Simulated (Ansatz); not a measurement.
# Ba2MgAl2Sn2: relaxing a made-up structure

Starting from a made-up structure for Ba2MgAl2Sn2, the aim is the relaxed cell, its shortest contacts and, where a second run follows, its electronic structure.

Program: Ansatz 0.2.0. Level of theory: DFT, PBE, plane-wave PAW, files of the set soft_1, scalar-relativistic, no spin, cell and ions relaxed at zero pressure; PAW set soft_1, in the first sound run; inputs show where later runs differ. Results are calculated unless marked as measured.

### Step 1. Set-up

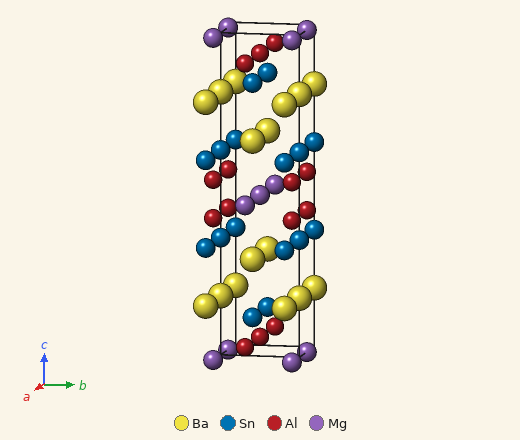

The starting structure, seen slightly off an axis (barium yellow, tin blue, aluminium red, magnesium purple). 2×1×1 cells are drawn. This picture shows the conventional cell, with its axes. Some periodic images of atoms are drawn too.

### Step 2. Relaxation of the guess

The guessed cell has no reason to be at equilibrium. It is relaxed with the atoms, within the space group of the guess.

File input.yaml:

```yaml
crystal:
  lattice:
    - [-2.187, 2.441, 9.874]
    - [2.187, -2.441, 9.874]
    - [2.187, 2.441, -9.874]
  atoms:
    - { symbol: Ba, position: [0.1836, 0.1836, 0.0] }
    - { symbol: Ba, position: [0.8164, 0.8164, 0.0] }
    - { symbol: Sn, position: [0.3639, 0.3639, 0.0] }
    - { symbol: Sn, position: [0.6361, 0.6361, 0.0] }
    - { symbol: Al, position: [0.4404, 0.9404, 0.5] }
    - { symbol: Al, position: [0.5596, 0.0596, 0.5] }
    - { symbol: Mg, position: [0.0, 0.5, 0.5] }
kpoints:
  mp_grid: { grid: [8, 8, 8] }
scf:
  occupations: { method: fermi_dirac, width: 0.05 }
hamiltonian:
  xc: pbe
  pseudopotentials: { kind: paw, azcp: { folder: soft_1 } }
relax:
  f_tol: 0.015
  max_steps: 70
  cell: {}
output:
  forces: true
  stress: true
```

Started as:

```sh
$ ansatz run input.yaml --threads 4 --pin off --max-ram 10240MiB --backend cpu --events-out ev --progress --plain --runs-dir out
```

Numbers of over 12 decimals in the logs are rounded to 6 here.

The program printed:

```text
basis.fft_grid_basis auto: the FFT boxes are laid along the combinations [[1, 0, 1], [0, 1, 1], [0, 0, 1]] of the cell's own vectors, 4.882, 4.374 and 10.404 Å long. The dense box has 36×30×72 points. Along the cell's own vectors, as sized, it would have 72×72×72, 4.80 times as many. Of the 8 symmetry operations that the crystal satisfies within crystal.symmetry.tolerance (time reversal apart; of a slab, those that k [...]
Engine: ansatz 0.2.0, x86_64-unknown-linux-gnu
Pseudopotentials: kind: paw
Pseudopotential: Ba, paw, valence charge 10, recommended cutoff 420 eV (normal), soft_1/Ba.paw.azcp
Pseudopotential: Sn, paw, valence charge 14, recommended cutoff 420 eV (normal), soft_1/Sn.paw.azcp
Pseudopotential: Al, paw, valence charge 3, recommended cutoff 420 eV (normal), soft_1/Al.paw.azcp
Pseudopotential: Mg, paw, valence charge 10, recommended cutoff 420 eV (normal), soft_1/Mg.paw.azcp
Functional definition: PBE
  parameter kappa = 0.804
  parameter beta = 0.066725
  exchange = pbe_x(kappa = kappa, mu = beta*pi^2/3)
  correlation = pbe_c(beta = beta)
Crystal: 7 atoms, lattice volume = 210.848 Å³
Basis set: ecut = 420 eV, 4103 PW (Γ), FFT grids on a1+a3, a2+a3, a3, exchange–correlation on 72×60×144 points (8 copies of the dense FFT grid, shifted against one another)
Bands: 39, of which v1, the nominal top of the filled ones, is band 32 counted from 1 (31 counted from 0)
Symmetry: 8 space group operations
Space group: Immm (ITA 71), of the structure as read, at distance tolerance 6.0e-5 Å
k-points: 95 of 512
Non-local potential: Ba, projectors of the file, l = 0: 3, l = 1: 2, l = 2: 2, l = 3: 2
Non-local potential: Sn, projectors of the file, l = 0: 2, l = 1: 2, l = 2: 2, l = 3: 1
Non-local potential: Al, projectors of the file, l = 0: 2, l = 1: 2, l = 2: 1
Non-local potential: Mg, projectors of the file, l = 0: 3, l = 1: 2, l = 2: 1
PAW form: soft (Blöchl's): semilocal exchange-correlation on the pseudo side does not see the compensation charge
PAW one-centre angular grid: Ba, 194 points (default); XC on 64 Gauss nodes
PAW one-centre angular grid: Sn, 590 points (default); XC on 64 Gauss nodes
PAW one-centre angular grid: Al, 110 points (default); XC on 64 Gauss nodes
PAW one-centre angular grid: Mg, 110 points (default); XC on 64 Gauss nodes
Initial density: superposition of atomic densities (chi_scale 0.1, normalization cell, long waves kept (reshape's long-wave potential 0.19 eV rms))
Initial wavefunctions: pseudopotential atomic-orbital guess
Functional: x = pbe(κ = 0.804, μ = 0.219515), c = pbe(β = 0.066725)
SCF iter   1: F=—  HF=-26951.855346 eV  |F-HF|=—  |Δ(HF+E_count)|=         —  Δρ=3.99e-2  dr2=2.88e1  ethr=3.10e-3  ⟨swp⟩=10.5  Hψ=21116  notcnv=0  defer=1
preconditioner: auto → Kerker (q_TF=auto, 2.237 Å⁻¹)  [metal: Δε(μ)=0.006 eV  Ē_g=13.120 eV  σ=0.050 eV  W_gap=0.03  n_scr=42 (ndim 8)  ℏωp=18.4 eV  f_vac=0.000  D(μ)=5.51/eV (n_scr^D=42)]
SCF iter   2: F=—  HF=-26949.319865 eV  |F-HF|=—  |Δ(HF+E_count)|=    2.54e0  Δρ=2.22e-2  dr2=9.24e0  ethr=3.10e-3  ⟨swp⟩=3.9  Hψ=8254  notcnv=0  defer=47
SCF iter   3: F=—  HF=-26948.141709 eV  |F-HF|=—  |Δ(HF+E_count)|=    1.18e0  Δρ=6.18e-3  dr2=5.42e-1  ethr=3.10e-3  ⟨swp⟩=4.3  Hψ=6769  notcnv=0  defer=40
SCF iter   4: F=—  HF=-26948.060397 eV  |F-HF|=—  |Δ(HF+E_count)|=   8.13e-2  Δρ=2.04e-3  dr2=2.27e-2  ethr=8.47e-4  ⟨swp⟩=4.4  Hψ=6100  notcnv=0  defer=22
SCF iter   5: F=—  HF=-26948.057513 eV  |F-HF|=—  |Δ(HF+E_count)|=   2.88e-3  Δρ=6.29e-4  dr2=3.14e-3  ethr=3.55e-5  ⟨swp⟩=2.6  Hψ=6953  notcnv=0  defer=19
SCF iter   6: F=—  HF=-26948.057282 eV  |F-HF|=—  |Δ(HF+E_count)|=   2.31e-4  Δρ=2.01e-4  dr2=2.77e-4  ethr=4.91e-6  ⟨swp⟩=2.1  Hψ=5603  notcnv=0  defer=17
SCF iter   7: F=—  HF=-26948.057286 eV  |F-HF|=—  |Δ(HF+E_count)|=   3.45e-6  Δρ=7.64e-5  dr2=7.94e-5  ethr=4.33e-7  ⟨swp⟩=2.6  Hψ=6259  notcnv=0  defer=17
SCF iter   8: F=—  HF=-26948.057291 eV  |F-HF|=—  |Δ(HF+E_count)|=   5.79e-6  Δρ=2.84e-5  dr2=5.48e-6  ethr=1.24e-7  ⟨swp⟩=2.1  Hψ=4544  notcnv=0  defer=17
SCF iter   9: F=—  HF=-26948.057291 eV  |F-HF|=—  |Δ(HF+E_count)|=   2.87e-7  Δρ=1.09e-5  dr2=3.02e-7  ethr=8.57e-9  ⟨swp⟩=2.0  Hψ=6754  notcnv=0  defer=17
SCF iter  10: F=-26948.057291 eV  HF=-26948.057291 eV  |F-HF|=5.84e-9  |Δ(HF+E_count)|=   1.48e-8  Δρ=2.88e-6  dr2=3.02e-8  ethr=1.56e-10  ⟨swp⟩=5.0  Hψ=13890  notcnv=0
SCF 1 converged in 10 iterations: F = -26948.057291 eV  dr2 = 3.02e-8
  greatest PAW one-centre occupation: 1.000 electrons in one spin orbital (limit 2), on the Mg atom at site 6 (counted from 0), in its partial waves of l = 0
relax step   1: F+E_penalty+E_count = -26948.05729103 eV  Δ(F+E_penalty+E_count) = +0.000e0 eV  max|allowed force component| = 4.544e-1 eV/Å  Δτ_max = 0.0000 Å  P = +3.812 GPa  Ω = 210.848 Å³  (10 SCF iters, dr2 threshold 1.00e-7 eV, accepted)
Crystal: 7 atoms, lattice volume = 230.486 Å³
Basis set: ecut = 420 eV, 4515 PW (Γ), FFT grids on a1+a3, a2+a3, a3, exchange–correlation on 72×60×144 points (8 copies of the dense FFT grid, shifted against one another)
Initial density: handed on by an earlier stage of this run
Initial wavefunctions: those handed on with the density
iter 1 solved again at ethr=1.11e-3 eV; its pass at ethr=3.10e-3 eV (dr2=7.10e-1 eV) is discarded
SCF iter   1: F=—  HF=-26948.413877 eV  |F-HF|=—  |Δ(HF+E_count)|=         —  Δρ=5.57e-3  dr2=7.00e-1  ethr=1.11e-3  ⟨swp⟩=1.0  Hψ=23474  notcnv=0
preconditioner: auto → Kerker (q_TF=auto, 2.204 Å⁻¹)  [metal: Δε(μ)=0.006 eV  Ē_g=8.658 eV  σ=0.050 eV  W_gap=0.03  n_scr=42 (ndim 8)  ℏωp=13.8 eV  f_vac=0.000  D(μ)=2.82/eV (n_scr^D=12)]
SCF iter   2: F=—  HF=-26948.367066 eV  |F-HF|=—  |Δ(HF+E_count)|=   4.68e-2  Δρ=3.59e-3  dr2=3.45e-1  ethr=1.09e-3  ⟨swp⟩=1.0  Hψ=3705  notcnv=0
SCF iter   3: F=—  HF=-26948.325589 eV  |F-HF|=—  |Δ(HF+E_count)|=   4.15e-2  Δρ=7.02e-4  dr2=2.73e-3  ethr=5.39e-4  ⟨swp⟩=3.0  Hψ=5155  notcnv=0
SCF iter   4: F=—  HF=-26948.325584 eV  |F-HF|=—  |Δ(HF+E_count)|=   4.48e-6  Δρ=2.99e-4  dr2=4.33e-4  ethr=4.27e-6  ⟨swp⟩=2.9  Hψ=7055  notcnv=0  defer=1
SCF iter   5: F=—  HF=-26948.325596 eV  |F-HF|=—  |Δ(HF+E_count)|=   1.21e-5  Δρ=9.21e-5  dr2=5.59e-5  ethr=6.76e-7  ⟨swp⟩=2.0  Hψ=6201  notcnv=0  defer=1
SCF iter   6: F=—  HF=-26948.325593 eV  |F-HF|=—  |Δ(HF+E_count)|=   2.86e-6  Δρ=2.95e-5  dr2=4.16e-6  ethr=8.74e-8  ⟨swp⟩=2.0  Hψ=6684  notcnv=0  defer=1
SCF iter   7: F=-26948.325594 eV  HF=-26948.325594 eV  |F-HF|=3.07e-7  |Δ(HF+E_count)|=   6.83e-7  Δρ=1.19e-5  dr2=5.79e-7  ethr=1.09e-9  ⟨swp⟩=5.0  Hψ=13880  notcnv=0
SCF 2 converged in 7 iterations: F = -26948.325594 eV  dr2 = 5.79e-7
[...]
SCF iter   1: F=—  HF=-26948.344371 eV  |F-HF|=—  |Δ(HF+E_count)|=         —  Δρ=1.55e-3  dr2=7.00e-2  ethr=1.11e-4  ⟨swp⟩=1.7  Hψ=17164  notcnv=0
preconditioner: auto → Kerker (q_TF=auto, 2.201 Å⁻¹)  [metal: Δε(μ)=0.014 eV  Ē_g=4.828 eV  σ=0.050 eV  W_gap=0.07  n_scr=42 (ndim 8)  ℏωp=10.9 eV  f_vac=0.000  D(μ)=2.82/eV (n_scr^D=12)]
SCF iter   2: F=—  HF=-26948.339508 eV  |F-HF|=—  |Δ(HF+E_count)|=   4.86e-3  Δρ=1.01e-3  dr2=3.23e-2  ethr=1.09e-4  ⟨swp⟩=1.0  Hψ=3706  notcnv=0
SCF iter   3: F=—  HF=-26948.335437 eV  |F-HF|=—  |Δ(HF+E_count)|=   4.07e-3  Δρ=2.66e-4  dr2=2.92e-4  ethr=5.05e-5  ⟨swp⟩=2.0  Hψ=4282  notcnv=0
SCF iter   4: F=—  HF=-26948.335500 eV  |F-HF|=—  |Δ(HF+E_count)|=   6.22e-5  Δρ=1.29e-4  dr2=7.92e-5  ethr=4.56e-7  ⟨swp⟩=2.1  Hψ=6807  notcnv=0
SCF iter   5: F=—  HF=-26948.335479 eV  |F-HF|=—  |Δ(HF+E_count)|=   2.04e-5  Δρ=4.80e-5  dr2=1.73e-5  ethr=1.24e-7  ⟨swp⟩=2.0  Hψ=4833  notcnv=0
SCF iter   6: F=—  HF=-26948.335480 eV  |F-HF|=—  |Δ(HF+E_count)|=   4.71e-7  Δρ=1.70e-5  dr2=7.39e-7  ethr=2.70e-8  ⟨swp⟩=2.4  Hψ=5777  notcnv=0
SCF iter   7: F=-26948.335480 eV  HF=-26948.335480 eV  |F-HF|=1.84e-8  |Δ(HF+E_count)|=   2.37e-7  Δρ=4.98e-6  dr2=8.93e-8  ethr=1.09e-9  ⟨swp⟩=4.3  Hψ=12975  notcnv=0
SCF 3 converged in 7 iterations: F = -26948.335480 eV  dr2 = 8.93e-8
relax step   3: F+E_penalty+E_count = -26948.33547997 eV  Δ(F+E_penalty+E_count) = -9.886e-3 eV  max|allowed force component| = 2.512e-2 eV/Å  Δτ_max = 0.0339 Å  P = +0.090 GPa  Ω = 232.246 Å³  energy of the carried Pulay correction = -1.873e-3 eV  (7 SCF iters, dr2 threshold 7.00e-7 eV, accepted)
[...]
relax step   4: F+E_penalty+E_count = -26948.33860403 eV  Δ(F+E_penalty+E_count) = -3.124e-3 eV  max|allowed force component| = 1.549e-2 eV/Å  Δτ_max = 0.0245 Å  P = +0.008 GPa  Ω = 233.774 Å³  energy of the carried Pulay correction = -2.000e-3 eV  (7 SCF iters, dr2 threshold 1.36e-7 eV, accepted)
[...]
relax step   5: F+E_penalty+E_count = -26948.33884755 eV  Δ(F+E_penalty+E_count) = -2.435e-4 eV  max|allowed force component| = 2.400e-2 eV/Å  Δτ_max = 0.0155 Å  P = +0.061 GPa  Ω = 233.818 Å³  energy of the carried Pulay correction = -2.004e-3 eV  (7 SCF iters, dr2 threshold 4.41e-8 eV, accepted)
[...]
relax step   6: F+E_penalty+E_count = -26948.33950736 eV  Δ(F+E_penalty+E_count) = -6.598e-4 eV  max|allowed force component| = 7.767e-3 eV/Å  Δτ_max = 0.0081 Å  P = -0.004 GPa  Ω = 234.341 Å³  energy of the carried Pulay correction = -2.047e-3 eV  (6 SCF iters, dr2 threshold 8.25e-8 eV, accepted)
Basis set: ecut = 420 eV, 4583 PW (Γ), FFT grids on a1+a3, a2+a3, a3, exchange–correlation on 72×64×144 points (8 copies of the dense FFT grid, shifted against one another)
Initial wavefunctions: pseudopotential atomic-orbital guess (no wavefunctions were taken with the density)
iter 1 solved again at ethr=1.76e-6 eV; its pass at ethr=3.10e-3 eV (dr2=1.13e-3 eV) is discarded
SCF iter   1: F=—  HF=-26948.340880 eV  |F-HF|=—  |Δ(HF+E_count)|=         —  Δρ=2.10e-4  dr2=3.71e-6  ethr=1.76e-6  ⟨swp⟩=3.4  Hψ=28929  notcnv=0
eigensolver tolerance schedule: the retry pair's looser diagonalisation over-reported the residual by 302.66 of it (diagonalisation noise at 0.21 of the residual, at the tolerance the schedule requests for it); recorded, not acted on — ethr = c·dr2/N_el stays at c = 1.0e-1
preconditioner: auto → Kerker (q_TF=auto, 2.198 Å⁻¹)  [metal: Δε(μ)=0.004 eV  Ē_g=4.787 eV  σ=0.050 eV  W_gap=0.02  n_scr=42 (ndim 8)  ℏωp=10.8 eV  f_vac=0.000  D(μ)=2.74/eV (n_scr^D=12)]
SCF iter   2: F=—  HF=-26948.341702 eV  |F-HF|=—  |Δ(HF+E_count)|=   8.22e-4  Δρ=1.06e-4  dr2=8.92e-7  ethr=5.79e-9  ⟨swp⟩=2.3  Hψ=6903  notcnv=0
SCF iter   3: F=—  HF=-26948.341979 eV  |F-HF|=—  |Δ(HF+E_count)|=   2.77e-4  Δρ=1.23e-5  dr2=2.56e-8  ethr=1.39e-9  ⟨swp⟩=2.0  Hψ=6817  notcnv=0
SCF iter   4: F=—  HF=-26948.341982 eV  |F-HF|=—  |Δ(HF+E_count)|=   3.53e-6  Δρ=1.23e-6  dr2=6.78e-9  ethr=4.01e-11  ⟨swp⟩=2.0  Hψ=6827  notcnv=0
SCF iter   5: F=—  HF=-26948.341982 eV  |F-HF|=—  |Δ(HF+E_count)|=   1.44e-9  Δρ=4.08e-7  dr2=2.46e-9  ethr=1.06e-11  ⟨swp⟩=2.4  Hψ=5365  notcnv=0
SCF iter   6: F=—  HF=-26948.341982 eV  |F-HF|=—  |Δ(HF+E_count)|=  1.56e-10  Δρ=1.21e-7  dr2=1.85e-10  ethr=3.85e-12  ⟨swp⟩=2.1  Hψ=4278  notcnv=0
SCF iter   7: F=-26948.341982 eV  HF=-26948.341982 eV  |F-HF|=1.09e-11  |Δ(HF+E_count)|=  7.28e-12  Δρ=5.68e-8  dr2=1.29e-11  ethr=1.00e-12  ⟨swp⟩=5.0  Hψ=13490  notcnv=0
SCF 7 converged in 7 iterations: F = -26948.341982 eV  dr2 = 1.29e-11
relax step   7: F+E_penalty+E_count = -26948.34198207 eV  Δ(F+E_penalty+E_count) = -2.475e-3 eV  max|allowed force component| = 7.589e-3 eV/Å  Δτ_max = 0.0000 Å  P = +0.002 GPa  Ω = 234.341 Å³  stress off target by 7.81e-3 GPa  SCF on the basis re-selected at this cell (its energy is not comparable with the rows above)  (7 SCF iters)
basis re-selected at this cell: Δ(F+E_penalty+E_count) = -2.475e-3 eV, ΔP = +0.007 GPa vs the last step (what re-selecting the basis moved, of the pressure what is left beyond the Pulay correction that the steps carried, after the strain that the cell walked since its last selection, with what the two solves' SCF thresholds leave and, on support functions, any second-order correction that the steps lacked; it is no measure of the basis error at this ecutwfc). The dense FFT grid was sized anew with the basis: this SCF ran on 36×32×72 points, the steps before it on 36×30×72, so part of this shift can come from that change (see relax.cell in the input reference). [rest of the remark cut]
SCF converged after 7 iterations
Free energy (F): -26948.341982 eV
Harris-Foulkes:  -26948.341982 eV  (|F-HF|=1.09e-11)
Internal energy: -26948.319482 eV  (E = F + TS)
E sigma→0 (E₀):  -26948.330732 eV
Entropy (-TS):   -0.022500 eV (-3.214 meV/atom)
Fermi energy:    7.186952 eV
--- Per-component energies (eV) ---
  E_band       = -725.461494
  E_kinetic    = 764.168778
  E_local      = -5381.357447  (includes V_loc(G=0)·N_el)
  E_nonlocal   = 693.194411
  E_hartree    = 2244.374781
  E_xc         = -745.065740
  E_vxc        = -503.003613  (∫ρ·V_xc dr)
  E_paw        = -20372.355261  (= ΣΔE_a)
  E_vpaw       = -787.213490  (= ΣTr[D̂ρ^β])
  E_aug_tail   = 0.000415  (compensation charges beyond the density's cutoff)
  E_ewald      = -4151.279420
  E_smearing   = -0.022500  (= −TS)
  E_closure    = 0.000000  (closes the sum)
  Σ components = -26948.341982   (vs F -26948.341982, Δ=0.00e0)
--- Forces (eV/Å), atoms counted from 1 ---
  atom   1  Ba     0.00000000     0.00000000    -0.00058618
  atom   2  Ba    -0.00000000     0.00000000     0.00058618
  atom   3  Sn    -0.00000000     0.00000000     0.00758947
  atom   4  Sn     0.00000000     0.00000000    -0.00758947
  atom   5  Al     0.00000000     0.00000000    -0.00364584
  atom   6  Al    -0.00000000     0.00000000     0.00364584
  atom   7  Mg     0.00000000     0.00000000    -0.00000000
  max |Σ_I F_I| component: 4.34e-19 eV/Å
--- Stress (GPa, compression-positive) ---
       -0.000199      -0.000000       0.000000
       -0.000000       0.007815       0.000000
        0.000000       0.000000      -0.000975
  P = ⅓ Tr σ = 0.0022 GPa (0.022 kbar)
--- Relaxed structure (6 steps of the walk, 6 accepted, 1 SCFs on fresh bases) ---
  F+E_penalty+E_count = -26948.34198207 eV   max|allowed force component| = 7.589e-3 eV/Å   (the final SCF, on the basis selected at the relaxed cell)
  cell:  # Å, volume = 234.3411 Å³
    - [-2.281053, 2.534624, 10.133037]
    - [2.281053, -2.534624, 10.133037]
    - [2.281053, 2.534624, -10.133037]
  atoms:
    - { symbol: Ba, position: [0.176915, 0.176915, 0] }
    - { symbol: Ba, position: [0.823085, 0.823085, 0] }
    - { symbol: Sn, position: [0.365630, 0.365630, 0] }
    - { symbol: Sn, position: [0.634370, 0.634370, 0] }
    - { symbol: Al, position: [0.439925, 0.939925, 0.500000] }
    - { symbol: Al, position: [0.560075, 0.060075, 0.500000] }
    - { symbol: Mg, position: [0, 0.500000, 0.500000] }
```

Run time: 60 s. Hardware: 4 threads of Intel Xeon Platinum 8375C at 2.90GHz (Ice Lake), shared host; peak memory 1.2 GiB; 3.5 min of CPU time.

Step by step:

| step | energy less that of the first step (eV) | largest force component (eV/Å) | pressure (GPa) | volume (Å³) |
| --- | --- | --- | --- | --- |
| 1 | 0.0000 | 0.4544 | 3.81 | 210.85 |
| 2 | -0.2683 | 0.1756 | 0.24 | 230.49 |
| 3 | -0.2782 | 0.0251 | 0.09 | 232.25 |
| 4 | -0.2813 | 0.0155 | 0.01 | 233.77 |
| 5 | -0.2816 | 0.0240 | 0.06 | 233.82 |
| 6 | -0.2822 | 0.0078 | 0.00 | 234.34 |
| 7* | -0.2847 | 0.0076 | 0.00 | 234.34 |

Relaxation steps marked * repeat the geometry before them on a plane-wave basis chosen anew for their cell, so energy and pressure can jump there.

The run keeps the 8 symmetry operations that it works with, so distortions that break them were not tested.

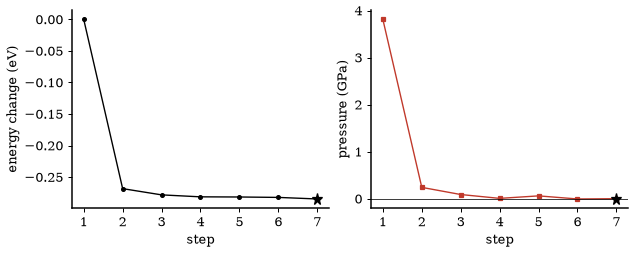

Energy and pressure along the relaxation. Stars mark steps on a basis chosen anew.

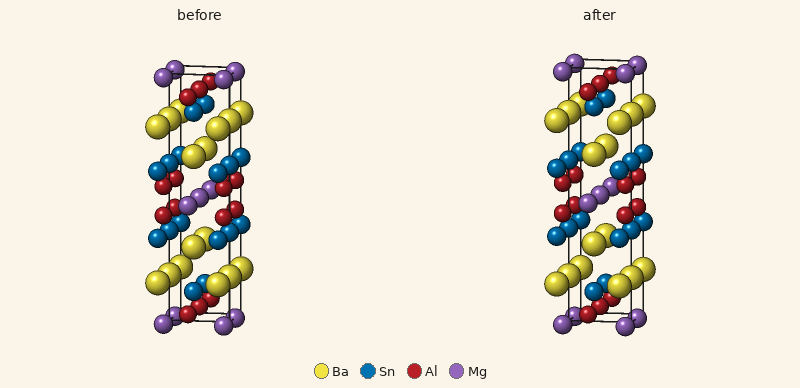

Before and after, at one scale.

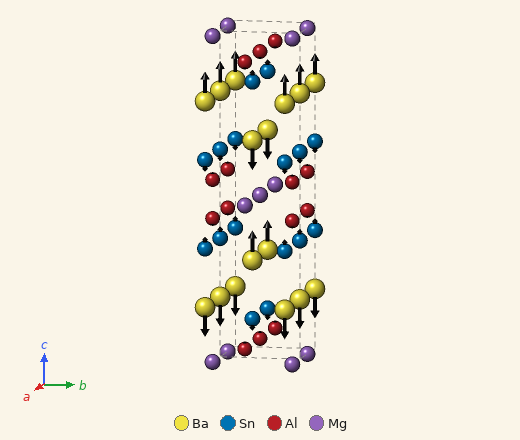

Displacements in the relaxation, exaggerated, measured against the changing cell; the longest in the cell stands for 0.14 Å. 2×1×1 conventional cells are drawn. Some periodic images of atoms are drawn too.

| conventional cell, symmetrised | before | after | change |
| --- | --- | --- | --- |
| a (Å) | 4.374 | 4.562 | +4.3 % |
| b (Å) | 4.882 | 5.069 | +3.8 % |
| c (Å) | 19.748 | 20.266 | +2.6 % |
| volume (Å³/atom) | 30.12 | 33.48 | +11.1 % |

The atoms that moved most (Å, as changes of fractional coordinates times the final cell):

| atom | dx | dy | dz | length |
| --- | --- | --- | --- | --- |
| Ba1 | 0.000 | 0.000 | -0.135 | 0.135 |
| Ba2 | 0.000 | 0.000 | 0.135 | 0.135 |
| Sn4 | 0.000 | 0.000 | -0.035 | 0.035 |
| Sn3 | 0.000 | 0.000 | 0.035 | 0.035 |
| Al5 | 0.000 | 0.000 | -0.010 | 0.010 |
| Al6 | 0.000 | 0.000 | 0.010 | 0.010 |

Numbers from this step:

```yaml
free_energy: -26948.3420 eV
energy_at_zero_smearing: -26948.3307 eV
smearing_term_ts: 0.02250 eV
fermi_energy: 7.187 eV
electrons: 64
symmetry_operations: 8
pressure: 0.002214 GPa
```

The shortest distance of each pair, which need not be the same contact before and after:

| pair | guess (Å) | relaxed (Å) |
| --- | --- | --- |
| Al–Al | 2.354 | 2.435 |
| Al–Sn | 2.658 | 2.733 |
| Al–Ba | 3.458 | 3.469 |
| Ba–Sn | 3.409 | 3.517 |
| Al–Mg | 3.482 | 3.621 |

The relaxation ends with a largest force component of 0.0076 eV/Å and a pressure of 0.00 GPa.

(Continued in part 2 of 2.)

[Logs are printed without paths, hosts, clocks, repeated set-up lines and the standing remarks that a program may print on its own settings, such as how far it seeks lower states.]

[Hosts, paths, dates, database ids (printed as entryN), source tags and the programs' standing remarks are cut or masked in the printed files.]
